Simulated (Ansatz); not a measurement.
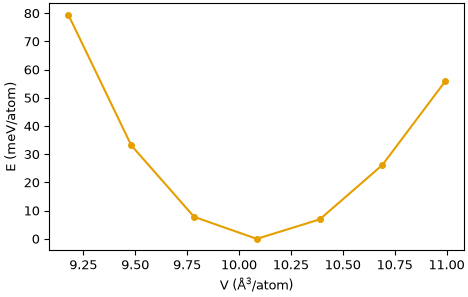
Figure. CoPtO2 in space group R-3m (No. 166; Pt on 3a, Co on 3b, O on 6c) under volume change, the program Ansatz at the PBEsol level (PAW), shape and atoms relaxed at each volume.

Task: What does a third-order Birch–Murnaghan fit give for V₀, B₀ and B′?

Result: V₀ = 10.09 Å³/atom, B₀ = 259 GPa, B′ = 4.9.

The PBEsol relaxation kept the symmetry of its start. The workflow began spin-polarised and lost its moments. The volume moved by -17 % from the start of the relaxation. No Hubbard U is applied. Spin–orbit coupling is left out wherever it is not named.

Potentials: the later of the program's two PAW sets.
